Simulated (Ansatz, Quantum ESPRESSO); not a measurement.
# Work function of Os(0001), 4 layers, one monolayer of Na on top sites, part 4 of 6

Aim: the work function of each face of Os(0001), 4 layers, one monolayer of Na on top sites, and how it moves with functional, pseudopotentials and boundary condition.

Quantum ESPRESSO 7.5; plane-wave DFT, PBE, GBRV ultrasoft pseudopotentials; geometry and cross-check by Ansatz 0.2.0 with PAW datasets.

So far. Step 8 (Self-consistent run: open boundaries by the effective …): The upper level is 3.754 eV against 3.756 eV from the periodic run.

## (9) Ground state: PBEsol, GBRV ultrasoft

The geometry stays; functional or pseudopotentials change.

Level of this step: plane-wave DFT, PBEsol, GBRV ultrasoft pseudopotentials (Quantum ESPRESSO 7.5).

Contents of gbrv-pbesol.in:

```
&control
  prefix = 'gbrv-pbesol'
  outdir = './out'
  pseudo_dir = './pseudo'
  calculation = 'scf'
  tprnfor = .true.
/
&system
  ibrav = 0
  nat = 5
  ntyp = 2
  ecutwfc = 40
  ecutrho = 200
  occupations = 'smearing'
  smearing = 'mv'
  degauss = 0.02
  assume_isolated = 'esm'
  esm_bc = 'bc1'
/
&electrons
  conv_thr = 1e-07
  mixing_beta = 0.4
  electron_maxstep = 120
  mixing_mode = 'local-TF'
/
ATOMIC_SPECIES
  Os  190.2300  os_pbesol_v1.2.uspp.F.UPF
  Na  22.9898  na_pbesol_v1.5.uspp.F.UPF
CELL_PARAMETERS angstrom
  2.74000000001769 0.00000000000000 0.00000000000000
  1.37000000000884 2.37290960638468 0.00000000000000
  0.00000000000000 0.00000000000000 25.48969000000000
ATOMIC_POSITIONS crystal
  Os  0.666666666667 0.666666666667 -0.184211955095
  Os  0.000000000000 0.000000000000 -0.099345093295
  Os  0.666666666667 0.666666666667 -0.014283628926
  Os  -0.000000000000 0.000000000000 0.069027464669
  Na  -0.000000000000 0.000000000000 0.184211955095
K_POINTS automatic
  12 12 1 0 0 0
```

Launch:

```console
$ OMP_NUM_THREADS=1 mpirun -n 4 pw.x -nk 4 -in gbrv-pbesol.in > gbrv-pbesol.out
```

Output:

```text
[banner, memory and clock lines left out]
Program PWSCF v.7.5 starts
[citation notice left out]

[...]
Message from routine setup:
[...]
bravais-lattice index     =            0
     lattice parameter (alat)  =       5.1778  a.u.
     unit-cell volume          =    1118.3891 (a.u.)^3
     number of atoms/cell      =            5
     number of atomic types    =            2
     number of electrons       =        73.00
     number of Kohn-Sham states=           44
     kinetic-energy cutoff     =      40.0000  Ry
     charge density cutoff     =     200.0000  Ry
     scf convergence threshold =      1.0E-07
     mixing beta               =       0.4000
     number of iterations used =            8  local-TF  mixing
     Exchange-correlation= SLA  PW   PSX  PSC
                           (   1   4  10   8   0   0   0)

     Effective Screening Medium Method
     Boundary Conditions: Vacuum-Slab-Vacuum
     total charge in unit cell        =   0.0000
     grid points for fit at edges     =        4

[...]
PseudoPot. # 1 for Os read from file:
     ./pseudo/os_pbesol_v1.2.uspp.F.UPF
     Pseudo is Ultrasoft + core correction, Zval = 16.0
     Generated by new atomic code, or converted to UPF format
     Using radial grid of  983 points,  8 beta functions with:
                l(1) =   0
                l(2) =   0
                l(3) =   1
                l(4) =   1
                l(5) =   2
                l(6) =   2
                l(7) =   3
                l(8) =   3
     Q(r) pseudized with  8 coefficients,  rinner =    1.150   1.150   1.150
                                                       1.150   1.150   1.150
                                                       1.150

     PseudoPot. # 2 for Na read from file:
     ./pseudo/na_pbesol_v1.5.uspp.F.UPF
     Pseudo is Ultrasoft, Zval =  9.0
     Generated by new atomic code, or converted to UPF format
     Using radial grid of  819 points,  5 beta functions with:
                l(1) =   0
                l(2) =   0
                l(3) =   1
                l(4) =   1
                l(5) =   2
     Q(r) pseudized with  8 coefficients,  rinner =    1.250   1.250   1.250
                                                       1.250   1.250

     atomic species   valence    mass     pseudopotential
     Os               16.00   190.23000     Os( 1.00)
     Na                9.00    22.98980     Na( 1.00)

      6 Sym. Ops. (no inversion) found

[...]
number of k points=    19  Marzari-Vanderbilt smearing, width (Ry)=  0.0200
[...]
Dense  grid:    53443 G-vectors     FFT dimensions: (  24,  24, 225)

     Smooth grid:    38353 G-vectors     FFT dimensions: (  24,  24, 200)

     Initial potential from superposition of free atoms

     starting charge      70.9934, renormalised to      73.0000

     negative rho (up, down):  4.952E-01 0.000E+00
     Starting wfcs are   57 randomized atomic wfcs

     per-process dynamical memory:    71.4 Mb

     Self-consistent Calculation

     iteration #  1     ecut=    40.00 Ry     beta= 0.40
     Davidson diagonalization with overlap
     c_bands:  3 eigenvalues not converged
     c_bands:  3 eigenvalues not converged
     c_bands:  2 eigenvalues not converged
     ethr =  1.00E-02,  avg # of iterations = 14.4

     negative rho (up, down):  5.348E-01 0.000E+00

     total energy              =    -873.76886626 Ry
     estimated scf accuracy    <     705.36002718 Ry

     iteration #  2     ecut=    40.00 Ry     beta= 0.40
[...]
negative rho (up, down):  5.235E-01 0.000E+00

[...]
total energy              =    -886.28397761 Ry
     estimated scf accuracy    <      85.05747427 Ry

     iteration #  3     ecut=    40.00 Ry     beta= 0.40
[...]
negative rho (up, down):  5.129E-01 0.000E+00

[...]
total energy              =    -885.97600799 Ry
     estimated scf accuracy    <      28.46358858 Ry

     iteration #  4     ecut=    40.00 Ry     beta= 0.40
[...]
c_bands:  3 eigenvalues not converged
[...]
negative rho (up, down):  5.063E-01 0.000E+00

[...]
total energy              =    -889.06933931 Ry
     estimated scf accuracy    <      25.48003740 Ry

     iteration #  5     ecut=    40.00 Ry     beta= 0.40
[...]
negative rho (up, down):  4.922E-01 0.000E+00

[...]
total energy              =    -889.23847162 Ry
     estimated scf accuracy    <       3.40955175 Ry

     iteration #  6     ecut=    40.00 Ry     beta= 0.40
[...]
negative rho (up, down):  4.816E-01 0.000E+00

[...]
total energy              =    -889.70964193 Ry
     estimated scf accuracy    <       8.96220937 Ry

[...]
iteration # 59     ecut=    40.00 Ry     beta= 0.40
[...]
negative rho (up, down):  4.915E-01 0.000E+00

[...]
total energy              =    -889.22225417 Ry
     estimated scf accuracy    <       0.00000034 Ry

     iteration # 60     ecut=    40.00 Ry     beta= 0.40
[...]
negative rho (up, down):  4.916E-01 0.000E+00

[...]
total energy              =    -889.22215060 Ry
     estimated scf accuracy    <       0.00000014 Ry

     iteration # 61     ecut=    40.00 Ry     beta= 0.40
[...]
negative rho (up, down):  4.915E-01 0.000E+00

[...]
total energy              =    -889.22214006 Ry
     estimated scf accuracy    <       0.00000012 Ry

     iteration # 62     ecut=    40.00 Ry     beta= 0.40
[...]
negative rho (up, down):  4.916E-01 0.000E+00

[...]
End of self-consistent calculation

          k = 0.0000 0.0000 0.0000 (  4765 PWs)   bands (ev):

   -91.4667 -91.4113 -91.0104 -90.9934 -57.8759 -51.2206 -50.7853 -50.4603
   -50.4603 -50.3747 -50.3747 -50.2829 -50.1504 -49.9608 -49.9608 -49.9247
   -49.9247 -29.9003 -29.7794 -29.7794 -15.0687 -13.5294 -12.3025 -12.1729
    -8.6060  -7.9448  -7.9448  -7.7418  -7.7412  -7.7412  -7.6749  -7.0341
    -7.0341  -6.8851  -6.8851  -6.8551  -5.5280  -5.4892  -5.4892  -4.5623
    -4.2453  -4.2453  -3.2219  -3.2217

          k = 0.0000 0.0962 0.0000 (  4747 PWs)   bands (ev):

   -91.4620 -91.4083 -91.0069 -90.9898 -57.8715 -51.2033 -50.7898 -50.4986
   -50.4751 -50.4461 -50.3848 -50.2590 -50.1597 -50.0058 -49.9719 -49.9709
   -49.9359 -29.8947 -29.8115 -29.7861 -14.7953 -13.2659 -12.0368 -11.8979
    -8.6468  -8.1895  -8.0763  -7.9649  -7.7325  -7.5781  -7.5558  -7.1801
    -7.0070  -6.8514  -6.7457  -6.6880  -5.8078  -5.5657  -5.5052  -5.1393
    -4.3239  -4.1625  -3.2303  -2.8651

[...]
the Fermi energy is    -4.6500 ev

!    total energy              =    -889.22213335 Ry
     estimated scf accuracy    <       0.00000006 Ry
     smearing contrib. (-TS)   =      -0.00047275 Ry
     internal energy E=F+TS    =    -889.22166060 Ry

     The total energy is F=E-TS. E is the sum of the following terms:
     one-electron contribution =   18933.47944191 Ry
     hartree contribution      =   -9494.59359668 Ry
     xc contribution           =    -162.91682703 Ry
     ewald contribution        =  -10165.19067879 Ry

     convergence has been achieved in  62 iterations

     negative rho (up, down):  4.916E-01 0.000E+00

     Forces acting on atoms (cartesian axes, Ry/au):

     atom    1 type  1   force =    -0.00000000   -0.00000000    0.03675757
     atom    2 type  1   force =     0.00000000    0.00000000   -0.01686658
     atom    3 type  1   force =     0.00000000    0.00000000    0.00110224
     atom    4 type  1   force =     0.00000000    0.00000000   -0.01746195
     atom    5 type  2   force =     0.00000000    0.00000000   -0.00283563

     Total force =     0.044156     Total SCF correction =     0.002446

[...]
```

Wall time 2.7 min (4 MPI ranks of Arm Neoverse V2, shared host); peak memory 0.91 GiB; 11 min of CPU time.

Read from the output:

```
free energy                                                    : -12098.4835 eV
Fermi energy                                                   : -4.65 eV
vacuum line at the lower end of the cell, over the Fermi level : 5.500 eV
vacuum line at the upper end of the cell, over the Fermi level : 3.800 eV
```

The potential energy, planar mean oscillates, so the rows of the table below give means over windows of 2.16 Å about each position, cut where the curve ends. Its maxima inside the range that stand out by 2 % of the span (Å: eV): -4.6: -10.6, -3.6: -2.58, -2.5: -11.1, -1.5: -2.79, -0.3: -11.1, 0.7: -3.08, 1.8: -10.7, 3.3: 2.39, 4.6: 43.3. Its minima: -5.1: -13.6, -4.3: -13.9, -3.0: -14.4, -2.1: -14.3, -0.8: -14.3, 0.0: -14.3, 1.4: -14.0, 2.1: -13.7, 4.0: -0.645, 5.4: -1.63.

Electrostatic potential energy of an electron; zero at the Fermi level. Potential energy, planar mean against z; means over each step:

```tsv
z (Å)	potential energy, planar mean (eV)
-11.61	5.50
-9.45	5.50
-7.29	5.23
-5.13	-7.46
-2.97	-9.71
-0.81	-9.80
1.35	-9.63
3.51	5.98
5.67	10.7
7.83	3.65
9.99	3.80
12.15	3.80
```

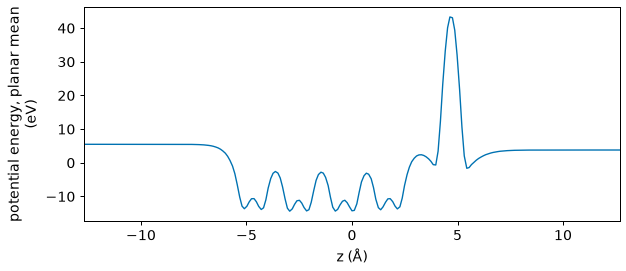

Potential energy, planar mean against z.

The upper face goes from 3.754 eV (PBE, GBRV) to 3.800 eV, a change of +0.045 eV.

## (10) Ground state: LDA, PseudoDojo norm-conserving

Level of this step: plane-wave DFT, LDA, PseudoDojo norm-conserving pseudopotentials (Quantum ESPRESSO 7.5).

dojo-lda.in is the input of step 9 with these lines changed:

```diff
@@ -1,3 +1,3 @@
 &control
-  prefix = 'gbrv-pbesol'
+  prefix = 'dojo-lda'
   outdir = './out'
@@ -11,4 +11,4 @@
   ntyp = 2
-  ecutwfc = 40
-  ecutrho = 200
+  ecutwfc = 76
+  ecutrho = 304
   occupations = 'smearing'
@@ -26,4 +26,4 @@
 ATOMIC_SPECIES
-  Os  190.2300  os_pbesol_v1.2.uspp.F.UPF
-  Na  22.9898  na_pbesol_v1.5.uspp.F.UPF
+  Os  190.2300  Os.dojo-sr-lda-0.4.1-standard.upf
+  Na  22.9898  Na.dojo-sr-lda-0.4.1-standard.upf
 CELL_PARAMETERS angstrom
```

Launch:

```console
$ OMP_NUM_THREADS=1 mpirun -n 4 pw.x -nk 4 -in dojo-lda.in > dojo-lda.out
```

Output:

```text
[banner, memory and clock lines left out]
Program PWSCF v.7.5 starts
[citation notice left out]

[...]
Message from routine setup:
[...]
bravais-lattice index     =            0
     lattice parameter (alat)  =       5.1778  a.u.
     unit-cell volume          =    1118.3891 (a.u.)^3
     number of atoms/cell      =            5
     number of atomic types    =            2
     number of electrons       =        73.00
     number of Kohn-Sham states=           44
     kinetic-energy cutoff     =      76.0000  Ry
     charge density cutoff     =     304.0000  Ry
     scf convergence threshold =      1.0E-07
     mixing beta               =       0.4000
     number of iterations used =            8  local-TF  mixing
     Exchange-correlation= SLA  PW   NOGX NOGC
                           (   1   4   0   0   0   0   0)

     Effective Screening Medium Method
     Boundary Conditions: Vacuum-Slab-Vacuum
     total charge in unit cell        =   0.0000
     grid points for fit at edges     =        4

[...]
PseudoPot. # 1 for Os read from file:
     ./pseudo/Os.dojo-sr-lda-0.4.1-standard.upf
     Pseudo is Norm-conserving + core correction, Zval = 16.0
     Generated using ONCVPSP code by D. R. Hamann
     Using radial grid of 1312 points,  8 beta functions with:
                l(1) =   0
                l(2) =   0
                l(3) =   1
                l(4) =   1
                l(5) =   2
                l(6) =   2
                l(7) =   3
                l(8) =   3

     PseudoPot. # 2 for Na read from file:
     ./pseudo/Na.dojo-sr-lda-0.4.1-standard.upf
     Pseudo is Norm-conserving, Zval =  9.0
     Generated using ONCVPSP code by D. R. Hamann
     Using radial grid of 1968 points,  4 beta functions with:
                l(1) =   0
                l(2) =   0
                l(3) =   1
                l(4) =   1

     atomic species   valence    mass     pseudopotential
     Os               16.00   190.23000     Os( 1.00)
     Na                9.00    22.98980     Na( 1.00)

      6 Sym. Ops. (no inversion) found

[...]
number of k points=    19  Marzari-Vanderbilt smearing, width (Ry)=  0.0200
[...]
Dense  grid:   100161 G-vectors     FFT dimensions: (  30,  30, 270)

     Initial potential from superposition of free atoms

     starting charge      72.9938, renormalised to      73.0000

     negative rho (up, down):  2.069E-05 0.000E+00
     Starting wfcs are   45 randomized atomic wfcs

     per-process dynamical memory:   122.6 Mb

     Self-consistent Calculation

     iteration #  1     ecut=    76.00 Ry     beta= 0.40
     Davidson diagonalization with overlap
     ethr =  1.00E-02,  avg # of iterations =  5.8

     total energy              =    -900.72933673 Ry
     estimated scf accuracy    <       1.02117096 Ry

     iteration #  2     ecut=    76.00 Ry     beta= 0.40
[...]
c_bands:  1 eigenvalues not converged
     c_bands:  1 eigenvalues not converged
[...]
total energy              =    -901.05629689 Ry
     estimated scf accuracy    <       0.43447096 Ry

     iteration #  3     ecut=    76.00 Ry     beta= 0.40
[...]
total energy              =    -901.16631178 Ry
     estimated scf accuracy    <       0.29536996 Ry

     iteration #  4     ecut=    76.00 Ry     beta= 0.40
[...]
total energy              =    -901.13938975 Ry
     estimated scf accuracy    <       0.16765898 Ry

     iteration #  5     ecut=    76.00 Ry     beta= 0.40
[...]
c_bands:  2 eigenvalues not converged
[...]
total energy              =    -901.18717642 Ry
     estimated scf accuracy    <       0.06796327 Ry

     iteration #  6     ecut=    76.00 Ry     beta= 0.40
[...]
total energy              =    -901.20468676 Ry
     estimated scf accuracy    <       0.01387989 Ry

[...]
iteration # 33     ecut=    76.00 Ry     beta= 0.40
[...]
total energy              =    -901.20990201 Ry
     estimated scf accuracy    <       0.00000070 Ry

     iteration # 34     ecut=    76.00 Ry     beta= 0.40
[...]
total energy              =    -901.20987739 Ry
     estimated scf accuracy    <       0.00000034 Ry

     iteration # 35     ecut=    76.00 Ry     beta= 0.40
[...]
total energy              =    -901.20985633 Ry
     estimated scf accuracy    <       0.00000034 Ry

     iteration # 36     ecut=    76.00 Ry     beta= 0.40
[...]
End of self-consistent calculation

          k = 0.0000 0.0000 0.0000 ( 12463 PWs)   bands (ev):

   -91.6320 -91.5769 -91.1756 -91.1654 -57.6650 -51.3505 -50.9128 -50.5906
   -50.5906 -50.5048 -50.5048 -50.4053 -50.2754 -50.0897 -50.0897 -50.0596
   -50.0596 -30.1111 -29.9918 -29.9918 -15.1566 -13.6217 -12.4073 -12.2807
    -8.7297  -8.0787  -8.0787  -7.8762  -7.8762  -7.8663  -7.8007  -7.1705
    -7.1705  -7.0243  -7.0243  -6.9742  -5.6289  -5.6289  -5.6233  -4.6422
    -4.3845  -4.3844  -3.3619  -3.3617

          k = 0.0000 0.0962 0.0000 ( 12503 PWs)   bands (ev):

   -91.6274 -91.5739 -91.1721 -91.1619 -57.6604 -51.3334 -50.9176 -50.6288
   -50.6054 -50.5751 -50.5150 -50.3824 -50.2846 -50.1347 -50.1057 -50.1008
   -50.0709 -30.1054 -30.0245 -29.9986 -14.8828 -13.3576 -12.1419 -12.0045
    -8.7665  -8.3200  -8.2031  -8.0913  -7.8665  -7.7064  -7.6909  -7.3132
    -7.1408  -6.9875  -6.8689  -6.8272  -5.9346  -5.7052  -5.6178  -5.2486
    -4.4629  -4.2997  -3.3700  -3.0067

[...]
the Fermi energy is    -4.7812 ev

!    total energy              =    -901.20984447 Ry
     estimated scf accuracy    <       0.00000005 Ry
     smearing contrib. (-TS)   =      -0.00038737 Ry
     internal energy E=F+TS    =    -901.20945710 Ry

     The total energy is F=E-TS. E is the sum of the following terms:
     one-electron contribution =   18936.89284399 Ry
     hartree contribution      =   -9495.52215951 Ry
     xc contribution           =    -177.38946279 Ry
     ewald contribution        =  -10165.19067879 Ry

     convergence has been achieved in  36 iterations

     Forces acting on atoms (cartesian axes, Ry/au):

     atom    1 type  1   force =     0.00000000    0.00000000    0.04726102
     atom    2 type  1   force =     0.00000000    0.00000000   -0.01613947
     atom    3 type  1   force =     0.00000000    0.00000000    0.00077637
     atom    4 type  1   force =     0.00000000    0.00000000   -0.02578663
     atom    5 type  2   force =     0.00000000    0.00000000   -0.00596105

     Total force =     0.056526     Total SCF correction =     0.002119

[...]
```

The job ended after 3.4 min (4 MPI ranks; peak memory 0.77 GiB; 13 min of CPU time).

Read from the output:

* free energy: -12261.5846 eV
* Fermi energy: -4.781 eV
* vacuum line at the lower end of the cell, over the Fermi level: 5.708 eV
* vacuum line at the upper end of the cell, over the Fermi level: 3.854 eV

The potential energy, planar mean oscillates, so the rows of the table below give means over windows of 2.17 Å about each position, cut where the curve ends. Its maxima inside the range that stand out by 2 % of the span (Å: eV): -3.6: -2.47, -1.4: -2.65, 0.7: -2.98, 3.2: 2.55. Its minima: -4.7: -38.6, -2.5: -39.1, -0.4: -39.2, 1.8: -38.5, 4.7: -12.8.

Electrostatic potential energy of an electron; zero at the Fermi level. Table of potential energy, planar mean by z; means over each step:

```tsv
z (Å)	potential energy, planar mean (eV)
-11.66	5.71
-9.49	5.71
-7.32	5.45
-5.15	-15.8
-2.98	-18.2
-0.81	-18.3
1.36	-18.1
3.53	-1.81
5.70	-2.15
7.88	3.73
10.04	3.85
12.21	3.85
```

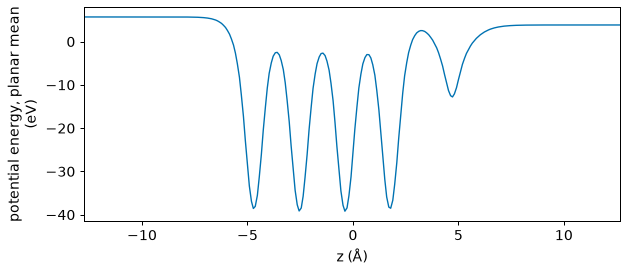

Potential energy, planar mean against z.

The upper face goes from 3.754 eV (PBE, GBRV) to 3.854 eV, a change of +0.100 eV.

(Continued in part 5 of 6.)

[Logs are printed without paths, hosts, clocks, repeated set-up lines and the standing remarks that a program may print on its own settings, such as how far it seeks lower states.]

[Hosts, paths, dates, database ids (printed as entryN), source tags and the programs' standing remarks are cut or masked in the printed files.]

[Maps of the electrostatic potential energy from Ansatz leave out the sawtooth potential of an applied field or a dipole correction, so their vacuum need not be flat; planar profiles and work functions include it.]
